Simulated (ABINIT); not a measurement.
# Quasiparticle gap of BN (P6_3mc) in ABINIT, part 2 of 3

Aim: the G0W0 gap of BN (P6_3mc) on LDA, step by step.

ABINIT 10.8.3; LDA and many-body steps on it, plane waves. Known limits of the many-body steps: not at the basis limit; coarse k mesh.

So far. Step 2 (Ground state): The gap is indirect, with the least direct gap 3.23 eV higher.

The database entry behind the starting cell has ideal inner coordinates that were not refined, so it need not match the best structure at ambient conditions.

## Step 3: Bands along the symmetry lines

Level of this step: DFT, LDA, plane waves, norm-conserving pseudopotentials (ABINIT).

The cheap functional maps the bands first; the places of the edges decide which points the dearer methods must see.

Contents of run.abi:

```
acell 3*1.0 Angstrom
rprim 
  2.536000000002 -0.000000000000 0.000000000000
  -1.268000000000 2.196240423999 0.000000000000
  0.000000000000 0.000000000000 4.199000000000
ntypat 2
znucl 5 7
natom 4
typat 1 1 2 2
xred 
  0.666666666667 0.333333333333 0.000000000000
  0.333333333333 0.666666666667 0.500000000000
  0.666666666667 0.333333333333 0.375000000000
  0.333333333333 0.666666666667 0.875000000000
pp_dirpath "pseudos"
pseudos "B.upf, N.upf"
ecut 36
iscf -2
irdden 1
kptopt 0
nkpt 75
kpt 
  0.00000000 0.00000000 0.00000000
  0.06250000 0.00000000 0.00000000
  0.12500000 0.00000000 0.00000000
  0.18750000 0.00000000 0.00000000
  0.25000000 0.00000000 0.00000000
  0.31250000 0.00000000 0.00000000
  0.37500000 0.00000000 0.00000000
  0.43750000 0.00000000 0.00000000
  0.50000000 0.00000000 0.00000000
  0.47916667 0.04166667 0.00000000
  0.45833333 0.08333333 0.00000000
  0.43750000 0.12500000 0.00000000
  0.41666666 0.16666666 0.00000000
  0.39583333 0.20833333 0.00000000
  0.37500000 0.25000000 0.00000000
  0.35416666 0.29166666 0.00000000
  0.33333333 0.33333333 0.00000000
  0.29166666 0.29166666 0.00000000
  0.25000000 0.25000000 0.00000000
  0.20833333 0.20833333 0.00000000
  0.16666666 0.16666666 0.00000000
  0.12500000 0.12500000 0.00000000
  0.08333333 0.08333333 0.00000000
  0.04166667 0.04166667 0.00000000
  0.00000000 0.00000000 0.00000000
  0.00000000 0.00000000 0.06250000
  0.00000000 0.00000000 0.12500000
  0.00000000 0.00000000 0.18750000
  0.00000000 0.00000000 0.25000000
  0.00000000 0.00000000 0.31250000
  0.00000000 0.00000000 0.37500000
  0.00000000 0.00000000 0.43750000
  0.00000000 0.00000000 0.50000000
  0.06250000 0.00000000 0.50000000
  0.12500000 0.00000000 0.50000000
  0.18750000 0.00000000 0.50000000
  0.25000000 0.00000000 0.50000000
  0.31250000 0.00000000 0.50000000
  0.37500000 0.00000000 0.50000000
  0.43750000 0.00000000 0.50000000
  0.50000000 0.00000000 0.50000000
  0.47916667 0.04166667 0.50000000
  0.45833333 0.08333333 0.50000000
  0.43750000 0.12500000 0.50000000
  0.41666666 0.16666666 0.50000000
  0.39583333 0.20833333 0.50000000
  0.37500000 0.25000000 0.50000000
  0.35416666 0.29166666 0.50000000
  0.33333333 0.33333333 0.50000000
  0.29166666 0.29166666 0.50000000
  0.25000000 0.25000000 0.50000000
  0.20833333 0.20833333 0.50000000
  0.16666666 0.16666666 0.50000000
  0.12500000 0.12500000 0.50000000
  0.08333333 0.08333333 0.50000000
  0.04166667 0.04166667 0.50000000
  0.00000000 0.00000000 0.50000000
  0.50000000 0.00000000 0.50000000
  0.50000000 0.00000000 0.43750000
  0.50000000 0.00000000 0.37500000
  0.50000000 0.00000000 0.31250000
  0.50000000 0.00000000 0.25000000
  0.50000000 0.00000000 0.18750000
  0.50000000 0.00000000 0.12500000
  0.50000000 0.00000000 0.06250000
  0.50000000 0.00000000 0.00000000
  0.33333333 0.33333333 0.50000000
  0.33333333 0.33333333 0.43750000
  0.33333333 0.33333333 0.37500000
  0.33333333 0.33333333 0.31250000
  0.33333333 0.33333333 0.25000000
  0.33333333 0.33333333 0.18750000
  0.33333333 0.33333333 0.12500000
  0.33333333 0.33333333 0.06250000
  0.33333333 0.33333333 0.00000000
istwfk *1
nband 19
nbdbuf 6
tolwfr 1e-07
nstep 50
prtwf 0
prtvol 0
indata_prefix "in"
outdata_prefix "out"
tmpdata_prefix "tmp"
```

Launch:

```console
> OMP_NUM_THREADS=1 mpirun -n 8 abinit run.abi > log
```

Numbers of over 12 decimals in the logs are rounded to 6 here.

The program printed:

```text
.Version 10.8.3 of ABINIT. v10.8.2 released Aug 2026.

 Symmetries : space group P6_3 m c (#186); Bravais hP (primitive hexag.)
[... echo of the input left out ...]
== DATASET  1 ==================================================================
-   mpi_nproc: 8, omp_nthreads: 1 (-1 if OMP is not activated)

--- !DatasetInfo
iteration_state: {dtset: 1, }
dimensions: {natom: 4, nkpt: 75, mband: 19, nsppol: 1, nspinor: 1, nspden: 1, mpw: 1677, }
cutoff_energies: {ecut:  36.0, pawecutdg:  -1.0, }
electrons: {nelect:   1.60000000E+01, charge:   0.00000000E+00, occopt:   1.00000000E+00, tsmear:   1.00000000E-02, }

 Real(R)+Recip(G) space primitive vectors, cartesian coordinates (Bohr,Bohr^-1):
 R(1)=  4.7923455  0.0000000  0.0000000  G(1)=  0.2086661  0.1204734  0.0000000
 R(2)= -2.3961727  4.1502929  0.0000000  G(2)=  0.0000000  0.2409468  0.0000000
 R(3)=  0.0000000  0.0000000  7.9349600  G(3)=  0.0000000  0.0000000  0.1260246
 Unit cell volume ucvol=  1.5782348E+02 bohr^3
 Angles (23,13,12)=  9.00000000E+01  9.00000000E+01  1.20000000E+02 degrees

 getcut: wavevector=  0.0000  0.0000  0.0000  ngfft=  27  27  45
         ecut(hartree)=     36.000   => boxcut(ratio)=   2.01065

--- Pseudopotential description ------------------------------------------------
- B Generated using ONCVPSP code by D. R. Hamann
-  5.00000   3.00000  180309                  znucl, zion, pspdat
12 -1012 1 -1 1498                            pspcod,pspxc,lmax,lloc,mmax
     nproj     2     2
  pspatm : epsatm=    3.19369156
         --- l  ekb(1:nproj) -->
             0    8.437831    1.245441
             1   -3.670611   -0.766497
 pspatm: atomic psp has been read  and splines computed

- N Generated using ONCVPSP code by D. R. Hamann
-  7.00000   5.00000  180309                  znucl, zion, pspdat
12 -1012 1 -1 1058                            pspcod,pspxc,lmax,lloc,mmax
     nproj     2     2
  pspatm : epsatm=    5.30777321
         --- l  ekb(1:nproj) -->
             0    7.408032    0.617798
[...]
pspatm: atomic psp has been read  and splines computed

--------------------------------------------------------------------------------

================================================================================
 prteigrs : about to open file out_EIG
 Non-SCF case, kpt    1 (  0.00000  0.00000  0.00000), residuals and eigenvalues=
  4.18E-08  3.48E-08  4.92E-09  1.93E-08  4.10E-08  2.76E-08  1.60E-08  6.37E-08
  3.24E-08  6.84E-08  6.34E-08  7.43E-08  1.75E-08  4.38E-08  5.80E-08  5.00E-07
[...]
-4.4306E-01 -2.8633E-01 -1.0071E-01  2.2589E-01  2.2589E-01  2.9532E-01
  3.0459E-01  3.0459E-01  6.1226E-01  6.1226E-01  6.1925E-01  6.6538E-01
  7.0962E-01  7.4237E-01  7.4237E-01  8.9520E-01  1.0993E+00  1.1066E+00
  1.1066E+00
 Non-SCF case, kpt    2 (  0.06250  0.00000  0.00000), residuals and eigenvalues=
[...]
1.1490E+00
 Non-SCF case, kpt    3 (  0.12500  0.00000  0.00000), residuals and eigenvalues=
[...]
1.1097E+00
[...]
Non-SCF case, kpt   74 (  0.33333  0.33333  0.06250), residuals and eigenvalues=
[...]
1.0771E+00
 Non-SCF case, kpt   75 (  0.33333  0.33333  0.00000), residuals and eigenvalues=
[...]
1.0419E-01  1.0419E-01  4.9024E-01  8.0024E-01  8.0024E-01  8.1115E-01
  8.3705E-01  8.3705E-01  8.6510E-01  8.6510E-01  1.0608E+00  1.0630E+00
  1.0722E+00

--- !ResultsGS
iteration_state: {dtset: 1, }
comment   : Summary of ground state results
lattice_vectors:
- [  4.7923455,  -0.0000000,   0.0000000, ]
- [ -2.3961727,   4.1502929,   0.0000000, ]
- [  0.0000000,   0.0000000,   7.9349600, ]
lattice_lengths: [   4.79235,    4.79235,    7.93496, ]
lattice_angles: [ 90.000,  90.000, 120.000, ] # degrees, (23, 13, 12)
lattice_volume:   1.5782348E+02
convergence: {deltae:  0.000E+00, res2:  0.000E+00, residm:  9.981E-08, diffor:  0.000E+00, }
etotal    :  -2.68484797E+01
entropy   :   0.00000000E+00
fermie    :   3.04594368E-01
cartesian_stress_tensor: null
pressure_GPa: null
xred      :
- [  6.6667E-01,   3.3333E-01,  -1.9429E-16,  B]
- [  3.3333E-01,   6.6667E-01,   5.0000E-01,  B]
- [  6.6667E-01,   3.3333E-01,   3.7500E-01,  N]
- [  3.3333E-01,   6.6667E-01,   8.7500E-01,  N]
cartesian_forces: null
force_length_stats: {min: null, max: null, mean: null, }

 Integrated electronic density in atomic spheres:
 ------------------------------------------------
 Atom  Sphere_radius  Integrated_density
[...]
================================================================================

 ----iterations are completed or convergence reached----

 Mean square residual over all n,k,spin=   46.845E-09; max=  99.811E-09
 reduced coordinates (array xred) for    4 atoms
[...]
cartesian coordinates (angstrom) at end:
    1      1.268000     0.732080    -0.000000
    2      6.7e-13     1.464160     2.099500
    3      1.268000     0.732080     1.574625
    4      6.7e-13     1.464160     3.674125
 length scales=  1.889726125908  1.889726125908  1.889726125908 bohr
              =  1.000000000000  1.000000000000  1.000000000000 angstroms
 prteigrs : about to open file out_EIG
 Eigenvalues (hartree) for nkpt=  75  k points:
 kpt#   1, nband= 19, wtk=  1.00000, kpt=  0.0000  0.0000  0.0000 (reduced coord)
[...]
kpt#   2, nband= 19, wtk=  1.00000, kpt=  0.0625  0.0000  0.0000 (reduced coord)
[...]
kpt#   3, nband= 19, wtk=  1.00000, kpt=  0.1250  0.0000  0.0000 (reduced coord)
[...]
kpt#  74, nband= 19, wtk=  1.00000, kpt=  0.3333  0.3333  0.0625 (reduced coord)
[...]
1.05759    1.06461    1.07709
 kpt#  75, nband= 19, wtk=  1.00000, kpt=  0.3333  0.3333  0.0000 (reduced coord)
  -0.24269   -0.24269   -0.04120    0.04063    0.04063    0.10067    0.10419    0.10419
   0.49024    0.80024    0.80024    0.81115    0.83705    0.83705    0.86510    0.86510
   1.06081    1.06296    1.07216

== END DATASET(S) ==============================================================
================================================================================

 -outvars: echo values of variables after computation  --------
            nband          19
             nkpt          75
          spgroup         186
 [... the other variables as echoed above ...]

 Calculation completed.
```

Run time: 5.9 s. Hardware: 8 MPI ranks of Arm Neoverse V1, shared host; peak memory 0.46 GiB; 46 s of CPU time.

This step gave:

- gap: 5.052 eV
- k of the valence top: 0, 0, 0
- k of the conduction bottom: 0.3333, 0.3333, 0
- least direct gap: 8.292 eV

The gap is 5.052 eV, as in the run before at this level.

Electronic bands along the path, in eV, zero at the top of the highest filled band; v1 is the highest filled band, c1 the lowest empty one:

```
    point     v4     v3     v2     v1    c1     c2     c3     c4
        Γ  -2.14  -0.25   0.00   0.00  8.37   8.37   8.56   9.82
        M  -6.94  -5.05  -4.48  -2.15  6.76   7.92  10.65  11.61
        K  -7.18  -5.55  -5.45  -5.45  5.05  13.49  13.49  13.78
        Γ  -2.14  -0.25   0.00   0.00  8.37   8.37   8.56   9.82
        A  -1.19  -1.19  -1.19  -1.19  9.63   9.63   9.94   9.94
        L  -3.82  -3.82  -3.60  -3.60  6.61   6.61  10.12  10.12
        H  -7.88  -7.88  -3.07  -3.07  9.42   9.42  10.09  10.09
        A  -1.19  -1.19  -1.19  -1.19  9.63   9.63   9.94   9.94
jump to L  -3.82  -3.82  -3.60  -3.60  6.61   6.61  10.12  10.12
        M  -6.94  -5.05  -4.48  -2.15  6.76   7.92  10.65  11.61
jump to H  -7.88  -7.88  -3.07  -3.07  9.42   9.42  10.09  10.09
        K  -7.18  -5.55  -5.45  -5.45  5.05  13.49  13.49  13.78
```

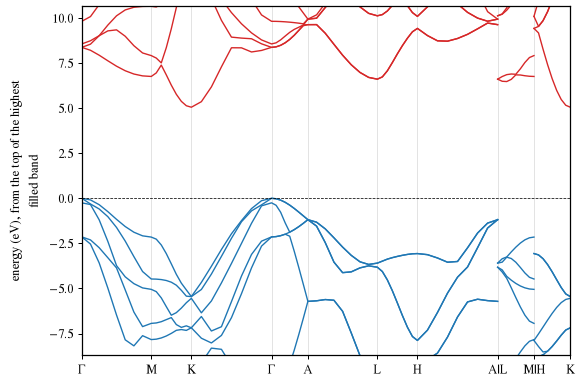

Electronic bands along the path; lines of filled and empty bands in two colours.

## Step 4: Empty states on the mesh, 6×6×4 mesh, 609 bands

The sums over transitions need many empty states on a uniform mesh; this step solves for them.

Contents of run.abi:

```
acell 3*1.0 Angstrom
rprim 
  2.536000000002 -0.000000000000 0.000000000000
  -1.268000000000 2.196240423999 0.000000000000
  0.000000000000 0.000000000000 4.199000000000
ntypat 2
znucl 5 7
natom 4
typat 1 1 2 2
xred 
  0.666666666667 0.333333333333 0.000000000000
  0.333333333333 0.666666666667 0.500000000000
  0.666666666667 0.333333333333 0.375000000000
  0.333333333333 0.666666666667 0.875000000000
pp_dirpath "pseudos"
pseudos "B.upf, N.upf"
ecut 36
ngkpt 6 6 4
nshiftk 1
shiftk 0 0 0
kptopt 1
chksymbreak 0
irdden 1
istwfk *1
nband 609
prtvol 0
optdriver 6
gwr_task "HDIAGO"
paral_kgb 0
occopt 1
indata_prefix "in"
outdata_prefix "out"
tmpdata_prefix "tmp"
```

The program printed:

```text
[banner, memory and clock lines left out]
.Version 10.8.3 of ABINIT. v10.8.2 released Aug 2026.

 Symmetries : space group P6_3 m c (#186); Bravais hP (primitive hexag.)
[... echo of the input left out ...]
== DATASET  1 ==================================================================
-   mpi_nproc: 8, omp_nthreads: 1 (-1 if OMP is not activated)

--- !DatasetInfo
iteration_state: {dtset: 1, }
dimensions: {natom: 4, nkpt: 21, mband: 609, nsppol: 1, nspinor: 1, nspden: 1, mpw: 1677, }
cutoff_energies: {ecut:  36.0, pawecutdg:  -1.0, }
electrons: {nelect:   1.60000000E+01, charge:   0.00000000E+00, occopt:   1.00000000E+00, tsmear:   1.00000000E-02, }

.Using double precision arithmetic; gwpc =  8

- Reading GS density from: in_DEN

--- Pseudopotential description ------------------------------------------------
- B Generated using ONCVPSP code by D. R. Hamann
-  5.00000   3.00000  180309                  znucl, zion, pspdat
12 -1012 1 -1 1498                            pspcod,pspxc,lmax,lloc,mmax
     nproj     2     2
  pspatm : epsatm=    3.19369156
         --- l  ekb(1:nproj) -->
             0    8.437831    1.245441
             1   -3.670611   -0.766497
 pspatm: atomic psp has been read  and splines computed

- N Generated using ONCVPSP code by D. R. Hamann
-  7.00000   5.00000  180309                  znucl, zion, pspdat
12 -1012 1 -1 1058                            pspcod,pspxc,lmax,lloc,mmax
     nproj     2     2
  pspatm : epsatm=    5.30777321
         --- l  ekb(1:nproj) -->
             0    7.408032    0.617798
             1   -4.361519   -1.032581
 pspatm: atomic psp has been read  and splines computed

   2.72046872E+02                                ecore*ucvol(ha*bohr**3)

 Total charge density [el/Bohr^3]
)     Maximum=    5.6421E-01  at reduced coord.    0.4074    0.8148    0.8889
)     Minimum=    7.8223E-03  at reduced coord.    0.6667    0.3333    0.0000
   Integrated=    1.6000E+01

 === KS gaps after direct diagonalization ===
 Indirect band gap semiconductor
 Fundamental gap:     5.052 (eV)
   VBM:     8.288 (eV) at k: [ 0.0000E+00,  0.0000E+00,  0.0000E+00]
   CBM:    13.340 (eV) at k: [ 3.3333E-01,  3.3333E-01,  0.0000E+00]
 Direct gap:         8.334 (eV) at k: [ 1.6667E-01,  0.0000E+00,  0.0000E+00]

== END DATASET(S) ==============================================================

 -outvars: echo values of variables after computation  --------
           etotal      0.0000000000E+00
            nband         609
             nkpt          21
          spgroup         186
 [... the other variables as echoed above ...]

 Calculation completed.
```

Run time: 19 s. Hardware: 8 MPI ranks; peak memory 1.7 GiB.

This step gave:

```
gap                                                           : 5.052 eV
k of the valence top                                          : 0, 0, 0
k of the conduction bottom                                    : 0.3333, 0.3333, 0
least direct gap                                              : 8.334 eV
k points computed                                             : 21
lowest point of the top converged band, above the valence top : 474.8530 eV
```

On this mesh the gap is 5.052 eV.

## Step 5: Screening, 6×6×4 mesh, 601 bands, screening to 598.7 eV

The RPA dielectric matrix is built and inverted for each q.

This step: RPA screening on LDA, plane waves, norm-conserving pseudopotentials.

run.abi: that of step 4 with these lines changed.

```diff
@@ -22,10 +22,11 @@
 chksymbreak 0
-irdden 1
 istwfk *1
-nband 609
-prtvol 0
-optdriver 6
-gwr_task "HDIAGO"
-paral_kgb 0
 occopt 1
+irdwfk 1
+optdriver 3
+nband 601
+ecuteps 22
+inclvkb 2
+awtr 1
+symchi 1
 indata_prefix "in"
```

The program printed:

```text
.Version 10.8.3 of ABINIT. v10.8.2 released Aug 2026.

 Symmetries : space group P6_3 m c (#186); Bravais hP (primitive hexag.)
[... echo of the input left out ...]
== DATASET  1 ==================================================================
-   mpi_nproc: 8, omp_nthreads: 1 (-1 if OMP is not activated)

--- !DatasetInfo
iteration_state: {dtset: 1, }
dimensions: {natom: 4, nkpt: 21, mband: 601, nsppol: 1, nspinor: 1, nspden: 1, mpw: 1677, }
cutoff_energies: {ecut:  36.0, pawecutdg:  -1.0, }
electrons: {nelect:   1.60000000E+01, charge:   0.00000000E+00, occopt:   1.00000000E+00, tsmear:   1.00000000E-02, }

 SCREENING: Calculation of the susceptibility and dielectric matrices

 Based on a program developped by R.W. Godby, V. Olevano, G. Onida, and L. Reining.
 Incorporated in ABINIT by V. Olevano, G.-M. Rignanese, and M. Torrent.
.Using double precision arithmetic ; gwpc =  8

[... cell and pseudopotentials left out ...]
--------------------------------------------------------------------------------

 ==== K-mesh for the wavefunctions ====
 Number of points in the irreducible wedge :    21
[... list of points left out ...]
 Together with 12 symmetry operations and time-reversal symmetry
 yields   144 points in the full Brillouin Zone.

 ==== Q-mesh for the screening function ====
 Number of points in the irreducible wedge :    21
[... list of points left out ...]
 Together with 12 symmetry operations and time-reversal symmetry
 yields   144 points in the full Brillouin Zone.

 setmesh: FFT mesh size selected  =    20x   20x   40
          total number of points  =        16000

 vcoul_init : cutoff-mode = AUXILIARY_FUNCTION
 q-points for optical limit:   1
     1)      0.000010    0.000020    0.000030

- screening: taking advantage of time-reversal symmetry
- Maximum band index for partially occupied states nbvw = 8
- Remaining bands to be divided among processors   nbcw = 593
- Number of bands treated by each node ~74

 Number of electrons calculated from density =   16.0000; Expected =   16.0000
 average of density, n =  0.101379
 r_s =    1.3304
 omega_plasma =   30.7135 [eV]

 calculating chi0 at frequencies [eV] :
  1    0.000000E+00    0.000000E+00
  2    0.000000E+00    3.071353E+01

--------------------------------------------------------------------------------
  q-point number  1        q = ( 0.000000, 0.000000, 0.000000) [r.l.u.]
--------------------------------------------------------------------------------
[... chi0 elements left out ...]
 For q-point:  0.000010 0.000020 0.000030
  dielectric constant =   4.3848
  dielectric constant without local fields =   4.7392

  Average fulfillment of the sum rule on Im[epsilon] for q-point    1 :    100.71  [%]
[... wings left out ...]
  q-point number  2        q = ( 0.166667, 0.000000, 0.000000) [r.l.u.]
--------------------------------------------------------------------------------
[... chi0 elements left out ...]
  Average fulfillment of the sum rule on Im[epsilon] for q-point    2 :    101.57  [%]

 [... 19 further q-points ...]
```

It took 34 min on 8 MPI ranks; peak memory 5.9 GiB; 4.5 h of CPU time.

This step gave:

- ε∞ with local fields, on this mesh, along the program's q direction: 4.385
- the same without local fields: 4.739
- plasma frequency: 30.71 eV
- plane waves in the screening matrix: 761

Local fields lower ε∞ by 7 %. On a Γ-centred mesh this coarse the value itself is usually too large, while a short band sum pulls it down.

(Part 2 of 3 ends here.)

[Paths, hosts, dates, memory and timing lines, banners, echoed tables and standing remarks are left out of the program output.]

[Logs are printed without paths, hosts, clocks, repeated set-up lines and the standing remarks that a program may print on its own settings, such as how far it seeks lower states.]

[Runs of the session that timed out or met a known fault of the program may be left out.]

[Hosts, paths, dates, database ids (printed as entryN), source tags and the programs' standing remarks are cut or masked in the printed files.]

[G0W0 gaps are taken among the corrected bands and points alone; a level outside them can change the order at an edge.]

[Where Ansatz stands beside ABINIT at settings called matched, ABINIT's density can come from a denser mesh and the files from another edition; pairs whose starting gaps differed by over 0.03 eV were left out, so agreement reads better than it is.]
